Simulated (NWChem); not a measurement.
**GaHOF (SMILES [OH][Ga][F]) at 5 levels**

Wanted: a comparison of 5 runs (UHF/def2-SVP, UB3LYP/def2-SVP, UPBE/pcseg-1, UTPSS/STO-3G, UPBE0/def2-SVP) of GaHOF. 

Program for the calculation: NWChem 7.3.0.

### Step 1. The molecule

GaHOF: 4 atoms, total charge 0, spin state doublet. As SMILES, `[OH][Ga][F]`. The coordinates come from a PBE0-D4/def2-TZVP relaxation.

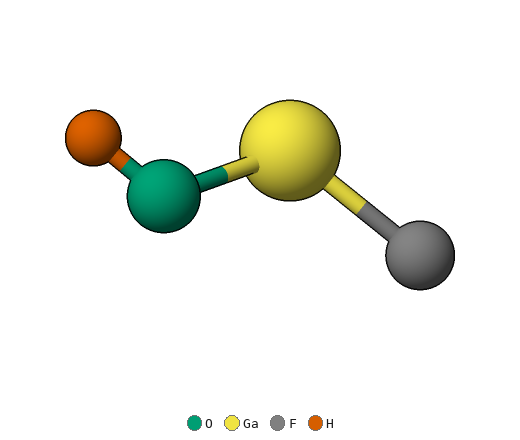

The structure, seen from a chosen angle (oxygen teal, gallium yellow, fluorine grey, hydrogen orange).

### Step 2. Energy and gradient at UHF/def2-SVP (run 1)

geom.nw reads:

```
start geom
memory total 2200 mb

geometry units angstroms noautosym nocenter noautoz
 O       -0.928500       0.061200      -0.333300
 Ga       0.802400       0.214300       0.117400
 F        1.450100      -1.148000       1.023000
 H       -1.268400       0.812300      -0.827400
end

basis spherical bse
 * library def2-SVP
end

scf
 nopen 1
 uhf
 thresh 1e-08
 maxiter 80
 print low
end

task scf gradient
```

Command:

```sh
$ nwchem geom.nw > geom.out
```

Standard output:

```text
[...]
  functions       =    65
[...]
  wavefunction    = UHF
[...]
         Total SCF energy =  -2097.785646983927
      One electron energy =  -3292.229640000208
      Two electron energy =   1012.075112291389
 Nuclear repulsion energy =    182.368880724892
                       Sz =      0.5000
                 Sz(Sz+1) =      0.7500
                      S^2 =      0.7568
[...]
                         UHF ENERGY GRADIENTS
    atom               coordinates                        gradient
                 x          y          z           x          y          z
   1 O      -1.754611   0.115651  -0.629846   -0.004852  -0.017295   0.007494
   2 Ga      1.516316   0.404968   0.221854    0.004856   0.009021  -0.003196
   3 F       2.740292  -2.169405   1.933190    0.003106  -0.006677   0.004417
   4 H      -2.396928   1.535024  -1.563559   -0.003110   0.014950  -0.008715
 Task  times  cpu:       13.3s     wall:       13.3s
 Total times  cpu:       13.3s     wall:       13.3s
```

Wall time 14 s (1 thread of AMD EPYC 9R14 (Zen 4), shared host); peak memory 0.099 GiB.

### Step 3. Energy and gradient at UB3LYP/def2-SVP (run 2)

fgaho.nw reads:

```
start fgaho
memory total 2200 mb

geometry units angstrom noautosym nocenter noautoz
   O       -0.928500       0.061200      -0.333300
   Ga       0.802400       0.214300       0.117400
   F        1.450100      -1.148000       1.023000
   H       -1.268400       0.812300      -0.827400
end

basis spherical bse
   * library def2-SVP
end

dft
   xc b3lyp
   mult 2
   grid xfine
   convergence energy 1e-08
   iterations 100
   mulliken
   print low
end

task dft gradient
```

Command:

```sh
$ nwchem fgaho.nw > fgaho.out
```

Standard output:

```text
[...]
 d= 0,ls=0.0,diis     1  -2100.0866906242 -2.28D+03  1.47D-02  2.43D-01     1.6
[...]
 d= 0,ls=0.0,diis    11  -2100.2177826796 -3.99D-09  5.36D-07  4.10D-09    13.2
[...]
         Total DFT energy =    -2100.217782679569
      One electron energy =    -3291.160385831856
           Coulomb energy =     1103.166801409705
    Exchange-Corr. energy =      -94.593078982310
 Nuclear repulsion energy =      182.368880724892
[...]
      Total Density - Mulliken Population Analysis
     ---------------------------------------------
    Atom       Charge   Shell Charges
 -----------   ------   -------------------------------------------------------
    1 O    8     8.38   1.99  1.09  0.66  2.84  1.79  0.01
    2 Ga  31    30.43   2.00  2.00  1.99  1.07  0.23  6.00  5.98  0.67  0.30  8.05  1.84  0.30
    3 F    9     9.38   1.99  1.13  0.82  3.32  2.12  0.00
    4 H    1     0.81   0.68  0.06  0.07
[...]
      <S2> =      0.7527 (Exact =     0.7500)
                         DFT ENERGY GRADIENTS
    atom               coordinates                        gradient
                 x          y          z           x          y          z
   1 O      -1.754611   0.115651  -0.629846    0.002992   0.005794  -0.002092
   2 Ga      1.516316   0.404968   0.221854   -0.004311  -0.003604   0.000551
   3 F       2.740292  -2.169405   1.933190   -0.001587   0.003287  -0.002193
   4 H      -2.396928   1.535024  -1.563559    0.002906  -0.005477   0.003734
 Task  times  cpu:       16.8s     wall:       16.8s
 Total times  cpu:       16.8s     wall:       16.8s
```

Run time: 18 s. Hardware: 1 thread of AMD EPYC 9R14 (Zen 4), shared host; peak memory 0.12 GiB.

Runs 3 to 4 aren't shown in full; the table further down has their settings and results.

### Step 4. Energy and gradient at UPBE0/def2-SVP (run 5)

fgaho.nw reads:

```
start fgaho
title "FGaHO"
memory 2200 mb
charge 0

geometry noautosym nocenter noautoz
  O    -0.928500    0.061200   -0.333300
  Ga    0.802400    0.214300    0.117400
  F     1.450100   -1.148000    1.023000
  H    -1.268400    0.812300   -0.827400
end

basis "ao basis" spherical bse
  * library def2-SVP
end

dft
  xc pbe0
  mult 2
  grid xfine
  convergence energy 1e-08
  iterations 100
  mulliken
end

task dft gradient
```

Command:

```sh
$ nwchem fgaho.nw > fgaho.out
```

Standard output:

```text
[...]
          Wavefunction type:  spin polarized.
          No. of atoms     :     4
          No. of electrons :    49
[...]
          Charge           :     0
          Spin multiplicity:     2
[...]
          AO basis - number of functions:    65
[...]
              XC Information
              --------------
                         PBE0 Method XC Functional
                     Hartree-Fock (Exact) Exchange  0.250
          PerdewBurkeErnzerhof Exchange Functional  0.750
            Perdew 1991 LDA Correlation Functional  1.000 local
           PerdewBurkeErnz. Correlation Functional  1.000 non-local
[...]
 d= 0,ls=0.0,diis     1  -2099.6113842929 -2.28D+03  1.38D-02  2.48D-01     1.5
[...]
 d= 0,ls=0.0,diis    12  -2099.7414413314 -1.98D-09  3.34D-07  7.39D-10    14.5
[...]
         Total DFT energy =    -2099.741441331418
      One electron energy =    -3291.335717337613
           Coulomb energy =     1103.354666690503
    Exchange-Corr. energy =      -94.129271409201
 Nuclear repulsion energy =      182.368880724892
[...]
      <S2> =      0.7533 (Exact =     0.7500)
[...]
  wavefunction    = open shell
                         DFT ENERGY GRADIENTS
    atom               coordinates                        gradient
                 x          y          z           x          y          z
   1 O      -1.754611   0.115651  -0.629846   -0.001046   0.002779  -0.001763
   2 Ga      1.516316   0.404968   0.221854   -0.000128   0.000170  -0.000127
   3 F       2.740292  -2.169405   1.933190   -0.000046  -0.000126   0.000051
   4 H      -2.396928   1.535024  -1.563559    0.001220  -0.002823   0.001839
[...]
```

Run time: 19 s. Hardware: 1 thread of AMD EPYC 9R14 (Zen 4), shared host; peak memory 0.12 GiB.

### Step 5. All runs side by side

```
run            level  iteration cap  module   energy (Eh)   ⟨S²⟩  largest force (eV/Å)  wall time
  1     UHF/def2-SVP             80     scf  -2097.785647  0.757                 1.001       14 s
  2  UB3LYP/def2-SVP            100     dft  -2100.217783  0.753                 0.372       18 s
  3     UPBE/pcseg-1            100     dft  -2099.856437  0.752                 1.249       21 s
  4     UTPSS/STO-3G            100     dft  -2075.466362  0.753                 6.126       53 s
  5   UPBE0/def2-SVP            100     dft  -2099.741441  0.753                 0.184       19 s
```

### Step 6. Outcome

| quantity | value |
| --- | --- |
| run 5: total energy | -2099.74144 Eh |
| run 5: dipole moment | 3.34 D |
| run 5: HOMO energy (highest over α and β) | -6.90 eV |
| run 5: LUMO energy (lowest over α and β) | -3.59 eV |
| run 5: ⟨S²⟩ | 0.753 |
| run 5: largest force on an atom | 0.184 eV/Å |

What this shows: Totals of different functionals can't be ranked against each other. In run 4 the basis is minimal, so the values are rough. All runs together took 2.1 min, the longest 53 s.
